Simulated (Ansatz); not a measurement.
C$_{2}$H$_{8}$N$_{2}$O$_{2}$: several calculations on one system

**1. Relaxation**

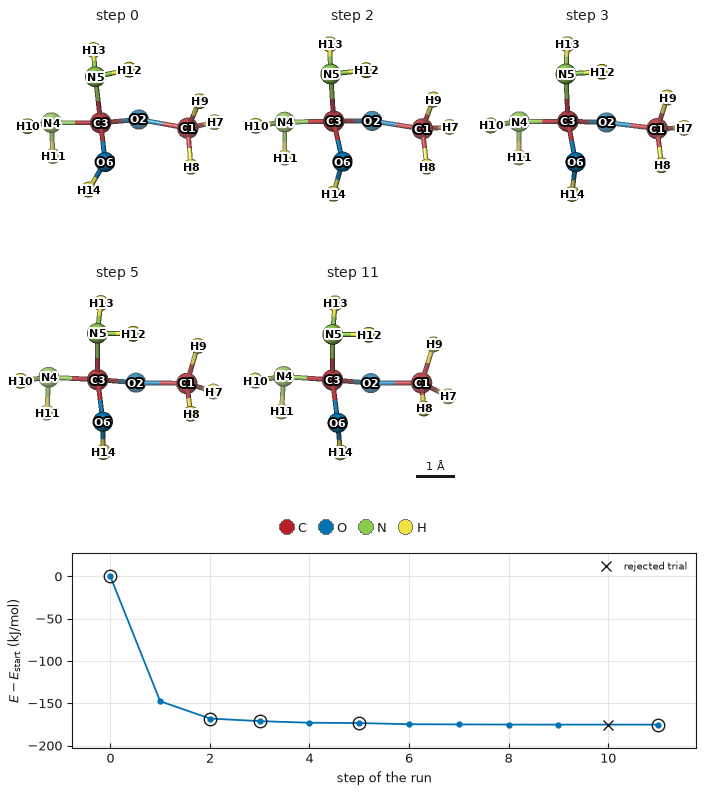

Frames of a relaxation of C2H8N2O2, marked on the history of the run. Style: ball-and-stick. Shown at a tilt.

The run prepares an end point of a later path (inversion) calculation, from a guessed geometry.

These are results of RKS r2SCAN/STO-3G (Ansatz), not measurements. Set-up: no spin polarisation; force threshold 0.015 eV/Å; at most 40 steps.

What happens along the run?

The atom that moves furthest after the best rigid fit is H8 (0.67 Å). By element the largest moves are H 0.67 Å, O 0.23 Å, N 0.19 Å, C 0.09 Å. Among the contacts that change: C3–O6 1.351 → 1.466 Å, C3–N5 1.412 → 1.508 Å, N5–H13 0.967 → 1.059 Å, C1–O2 1.381 → 1.471 Å. Among the angles between lasting bonds that change: C1–O2–C3 116.0° → 108.5°, H10–N4–H11 110.2° → 102.7°, O2–C3–N5 111.5° → 119.0°. Groups turn about C3–O6 by about 35°. After 10 accepted moves (11 points after the start) the energy has fallen by 175.2 kJ/mol. Largest force component: 5 eV/Å at the start, 0.008 eV/Å at the end. The line search rejected the trial step at point 10 of the run. From step 0 to 2: H14 moves most (0.28 Å), energy −168.0 kJ/mol. From step 2 to 3: H14 moves most (0.11 Å), energy −3.08 kJ/mol. From step 3 to 5: H8 moves most (0.34 Å), energy −2.27 kJ/mol. From step 5 to 11: H8 moves most (0.17 Å), energy −1.85 kJ/mol.

```csv
step,"E − E(0), kJ/mol","largest force component, eV/Å",note
0,0.00,4.9965,
1,-147.53,1.7155,
2,-167.96,0.6167,
3,-171.04,0.7794,
4,-172.92,0.4053,
5,-173.31,0.5332,
6,-174.69,0.0580,
7,-174.90,0.0803,
8,-175.09,0.0907,
9,-175.15,0.0279,
10,-175.14,0.0178,rejected
11,-175.16,0.0080,
```

Limits of the set-up: STO-3G is a minimal basis, so the numbers are rough.

**2. Relaxation**

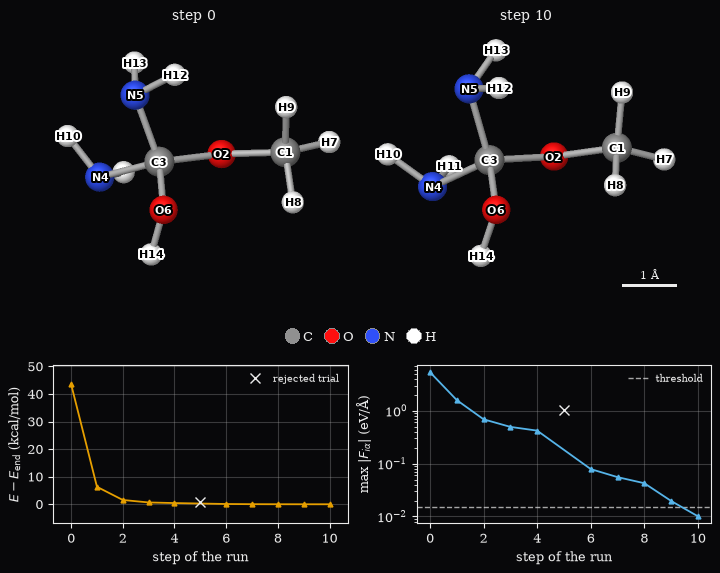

First and last geometry of a relaxation of C₂H₈N₂O₂, with the history of the run. A ball-and-stick model, seen at a tilt.

The run prepares an end point of a later path (inversion) calculation, from a guessed geometry.

Level of theory: RKS r2SCAN/STO-3G (Ansatz). (no spin polarisation; force threshold 0.015 eV/Å; at most 40 steps)

Q: What do the curves and the structures tell?

A: It converged. Over 9 accepted moves (10 points after the start) the energy falls by 43.5 kcal/mol. The largest force component goes from 5.3 to 0.01 eV/Å. The line search rejected the trial step at point 5 of the run. H13 moves most after the best rigid fit: 0.64 Å. Largest moves by element: H 0.64 Å, N 0.21 Å, O 0.17 Å, C 0.10 Å. Some distances before and after: C3–N5 1.412 → 1.528 Å, C3–O6 1.351 → 1.447 Å, N5–H13 0.967 → 1.062 Å, C1–O2 1.381 → 1.470 Å. Among the angles between lasting bonds that change: N4–C3–N5 98.4° → 112.0°, C1–O2–C3 116.0° → 108.2°, H10–N4–H11 110.2° → 102.9°. Groups turn about C3–N5 by about 30°.

Limits of the set-up: STO-3G is a minimal basis, so the numbers are rough.

**3. Path**

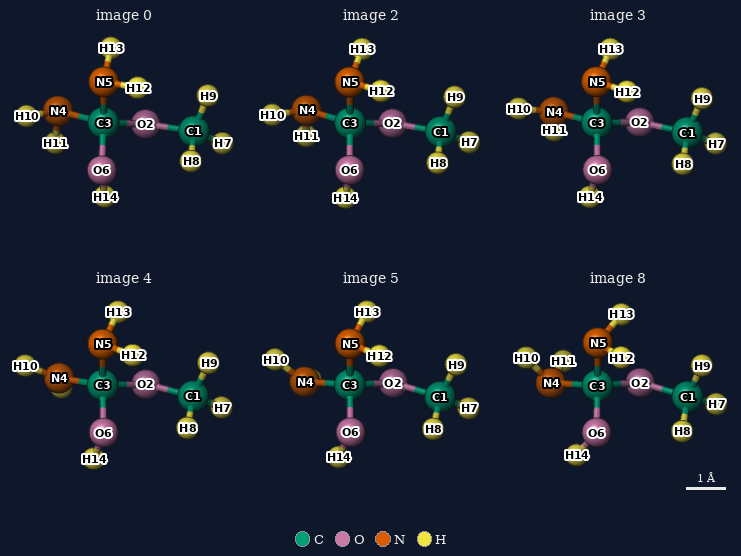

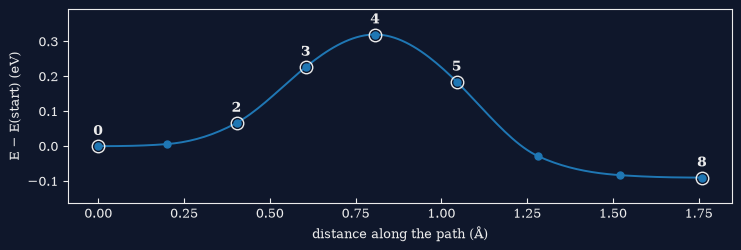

NEB run on C2H8N2O2. Images are numbered from 0 (start) to 8 (end). Style: ball-and-stick. Shown at a tilt.

The calculation used RKS r2SCAN/STO-3G in Ansatz 0.2.0. Settings: 7 movable images; climbing image; force threshold 0.05 eV/Å; iteration limit 60; starting path by image-dependent pair potential.

Q: Describe the mechanism and the energy profile.

A: The motion is an umbrella inversion at N4. No bond forms or breaks between the ends. Bond angles that change up to the highest image, for instance: H10–N4–H11 102.7° → 120.0°, C3–N4–H10 102.9° → 119.9°. Forward barrier 0.32 eV, backward barrier 0.41 eV, with image 4 at the top; the reaction energy is −0.09 eV. The band converged in 5 iterations, with a climbing image at the top.

Limits of the set-up: STO-3G is a minimal basis, so the numbers are rough.
